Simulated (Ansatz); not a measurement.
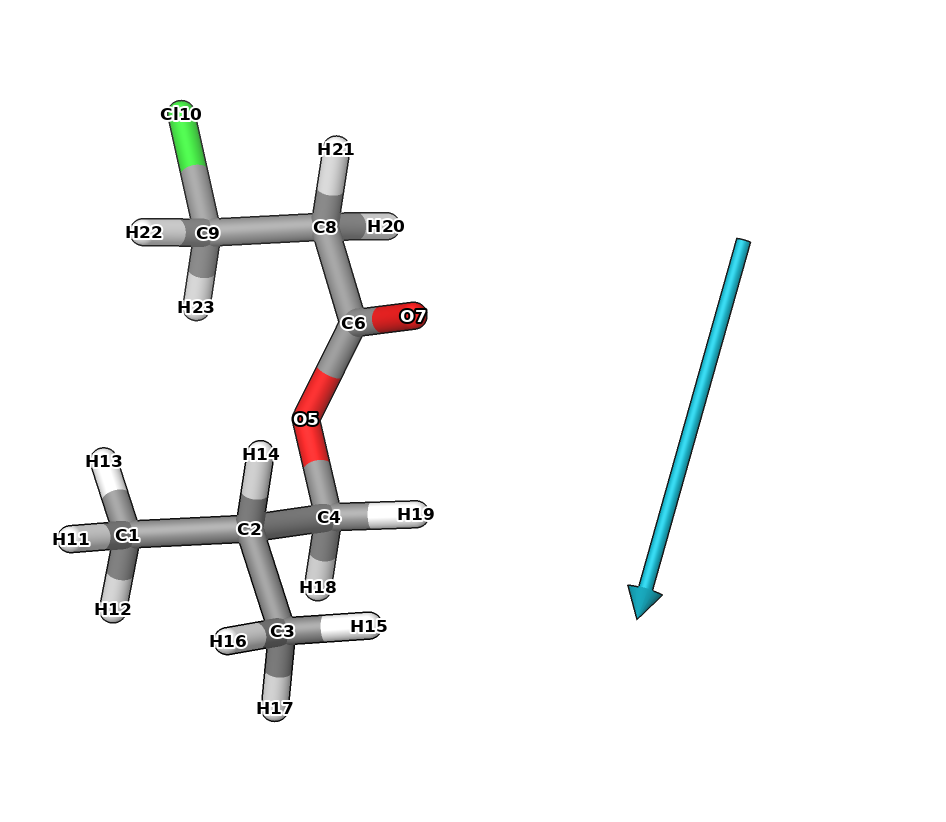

The arrow beside the molecule shows the direction of the dipole moment, from the negative to the positive end (its length means nothing). Computed geometry: PBE0-D4/def2-TZVP optimisation. No frequency run is at hand to confirm it as a minimum. Method: RKS r2SCAN-D4/def2-TZVPP (Ansatz 0.2.0).

### How large is the dipole moment?

2.61 D; it points from the side of Cl10 to the side of H17 (the outermost atoms at the two ends).
